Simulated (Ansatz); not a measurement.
# BGeNH6 (SMILES B[NH][GeH3]) at CCSD/6-31G(d) (spherical functions)

What is the electronic atomisation energy of BGeNH6 at CCSD/6-31G* (spherical functions)? 

The calculation is run with Ansatz 0.2.0.

69 further runs of the same task are left out: 69 set aside as unsound or not needed.

## (1) The molecule

The species is BGeNH6 (9 atoms), meant as a singlet with charge 0. As SMILES, `B[NH][GeH3]`. The coordinates come from a PBE0-D4/def2-TZVP relaxation.

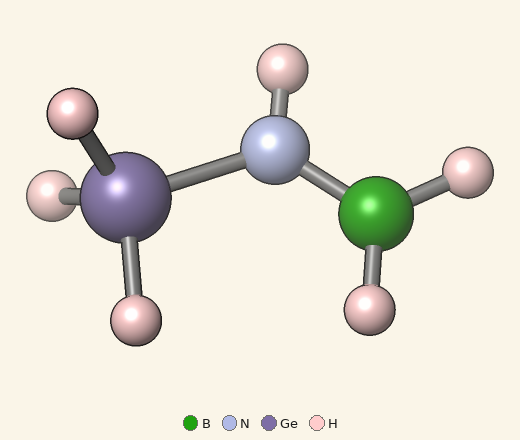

Viewed from a chosen angle; boron green, nitrogen light blue, germanium purple, hydrogen pink.

## (2) A single-point energy at CCSD/6-31G(d) (spherical functions)

molecule.yaml reads:

```yaml
crystal:
  periodic: [false, false, false]
  atoms:
    - symbol: B
      position_ang: [-0.874000, 0.629500, -1.162900]
    - symbol: "N"
      position_ang: [-0.023300, 0.687100, -0.062700]
    - symbol: Ge
      position_ang: [0.665200, -0.761400, 0.866600]
    - symbol: H
      position_ang: [-1.217900, -0.440700, -1.581000]
    - symbol: H
      position_ang: [-1.249100, 1.647000, -1.674800]
    - symbol: H
      position_ang: [0.253900, 1.598400, 0.272500]
    - symbol: H
      position_ang: [2.201600, -0.714800, 0.804900]
    - symbol: H
      position_ang: [0.114900, -2.015200, 0.184600]
    - symbol: H
      position_ang: [0.217300, -0.676000, 2.335700]
basis:
  gaussian: {orbitals: 6-31G_st_-spherical.json}
correlation: {method: ccsd, frozen_orbitals: {B: 1, Ge: 9, H: 0, "N": 1}}
accuracy: high
scf: {omitted_lower_state_checks: [cluster_reference, increment]}
```

The basis set 6-31G* is read from a file made from the Basis Set Exchange's data (not shown).

The run is started by

```bash
$ ansatz run molecule.yaml --threads 1 --pin off --max-ram 3480MiB --events-out events.jsonl --progress --plain --runs-dir runs
```

Output, shortened:

```text
Warning: RAYON_NUM_THREADS=1 ignored (pool sized by the plan → 1); use --threads N
Functional definition: HF
  name "HF"
[...]
1655 factors; integrals over basis functions are off by at most 4.5e-9 eV
[...]
mean field -58714.65567629 eV, -2157.7237978805 hartree, gradient 3.6e-8 eV, S^2 0.000000; 0 other end points of the search recorded, 0 dependent functions left out
11 core orbitals not correlated: weight in the atoms' cores, before any rotation towards them, 1.000 or more for the frozen orbitals, at most 0.000 for the correlated occupied ones
reference -58714.65567629 eV, -2157.7237978805 hartree; 14, 14 occupied and 47, 47 virtual orbitals, 1655 factors
second order -13.22031361 eV of doubles, -0.00000000 eV of singles
cycle   1  -13.31567370 eV  change   -9.5e-2 eV  update   9.3e-2
[...]
cycle  19  -13.86989169 eV  change    2.7e-9 eV  update   2.9e-9
Total energy: -58728.52556797 eV, -2158.2335069987 hartree
Checks for a lower state left out: cluster_reference, increment
```

Wall time 6.3 s (1 thread of Arm Neoverse V2, shared host); peak memory 0.32 GiB.

## (3) The B atom, same level

in.yaml reads:

```yaml
crystal:
  periodic: [false, false, false]
  atoms:
    - {symbol: B, position_ang: [0.000000, 0.000000, 0.000000]}
basis:
  gaussian: {orbitals: 6-31G_st_-spherical.json}
magnetization: {spin_polarized: true, initial_magnetization: 1}
correlation: {method: ccsd, frozen_orbitals: {B: 1}}
accuracy: high
scf: {omitted_lower_state_checks: [cluster_reference, increment]}
```

The basis set 6-31G* is read from a file made from the Basis Set Exchange's data (not shown).

The run is started by

```bash
$ ansatz run in.yaml --threads 1 --pin off --max-ram 3480MiB --events-out events.jsonl --progress --plain --runs-dir runs
```

Output, shortened:

```text
Warning: RAYON_NUM_THREADS=1 ignored (pool sized by the plan → 1); use --threads N
[... 2 set-up lines as earlier in the session ...]
[...]
96 factors; integrals over basis functions are off by at most 1.6e-9 eV
[...]
mean field -667.27684969 eV, -24.5219719297 hartree, gradient 3.9e-9 eV, S^2 0.753784; 5 other end points of the search recorded, 0 dependent functions left out
1 core orbitals not correlated: weight in the atoms' cores, before any rotation towards them, 1.000 or more for the frozen orbitals, at most 0.000 for the correlated occupied ones
reference -667.27684969 eV, -24.5219719297 hartree; 2, 1 occupied and 11, 12 virtual orbitals, 96 factors
second order -0.98107123 eV of doubles, -0.00000000 eV of singles
cycle   1  -1.29503755 eV  change   -3.1e-1 eV  update   5.9e-2
[...]
cycle  19  -1.53320954 eV  change  -6.2e-11 eV  update  2.5e-11
Total energy: -668.81005923 eV, -24.5783163410 hartree
Checks for a lower state left out: cluster_reference, increment
```

Wall time 0.14 s (1 thread of Arm Neoverse V2, shared host).

## (4) The Ge atom at the same level

job.yaml reads:

```yaml
crystal:
  periodic: [false, false, false]
  atoms:
    - {symbol: Ge, position_ang: [0.000000, 0.000000, 0.000000]}
basis:
  gaussian:
    orbitals: 6-31G_st_-spherical.json
magnetization:
  spin_polarized: true
  initial_magnetization: 2
correlation:
  method: ccsd
  frozen_orbitals: {Ge: 9}
accuracy: high
scf:
  omitted_lower_state_checks: [cluster_reference, increment]
```

The basis set 6-31G* is read from a file made from the Basis Set Exchange's data (not shown).

Run the same way, it converges to -2075.24007 Eh (log not shown).

## (5) The H atom: a single-point energy at UHF/6-31G(d) (spherical functions)

run.yaml reads:

```yaml
basis:
  gaussian:
    orbitals: "6-31G*"
crystal:
  periodic: [false, false, false]
  atoms:
    - {symbol: H, position_ang: [0.000000, 0.000000, 0.000000]}
magnetization:
  spin_polarized: true
  initial_magnetization: 1
hamiltonian:
  xc: hf
accuracy: high
```

Run the same way, it converges to -0.49823 Eh (log not shown).

## (6) The N atom, same level

molecule.yaml reads:

```yaml
crystal:
  periodic: [false, false, false]
  atoms:
    - {symbol: "N", position_ang: [0.000000, 0.000000, 0.000000]}
basis:
  gaussian: {orbitals: 6-31G_st_-spherical.json}
magnetization: {spin_polarized: true, initial_magnetization: 3}
correlation: {method: ccsd, frozen_orbitals: {"N": 1}}
accuracy: high
scf: {omitted_lower_state_checks: [cluster_reference, increment]}
```

The basis set 6-31G* is read from a file made from the Basis Set Exchange's data (not shown).

Run the same way, it converges to -54.47149 Eh (log not shown).

## (7) Summary of results

At CCSD/6-31G* (spherical functions), 11 core orbitals frozen:

```
                                              quantity           value
                                molecule: total energy  -2158.23351 Eh
molecule: correlation energy (11 core orbitals frozen)      -509.7 mEh
                               molecule: T1 diagnostic           0.013
                                  B atom: total energy    -24.57832 Eh
    B atom: correlation energy (1 core orbital frozen)       -56.3 mEh
             B atom: ⟨S²⟩ of the reference determinant           0.754
                                 B atom: T1 diagnostic           0.010
                                 Ge atom: total energy  -2075.24007 Eh
  Ge atom: correlation energy (9 core orbitals frozen)      -204.4 mEh
            Ge atom: ⟨S²⟩ of the reference determinant           2.008
                                Ge atom: T1 diagnostic           0.007
                                  H atom: total energy     -0.49823 Eh
                                          H atom: ⟨S²⟩           0.750
                                  N atom: total energy    -54.47149 Eh
    N atom: correlation energy (1 core orbital frozen)       -86.5 mEh
             N atom: ⟨S²⟩ of the reference determinant           3.755
                                 N atom: T1 diagnostic           0.004
                         electronic atomisation energy       25.966 eV
```

What this shows: Taking the molecule apart into free atoms costs 25.97 eV (2505 kJ/mol), before zero-point energy and without spin-orbit coupling.
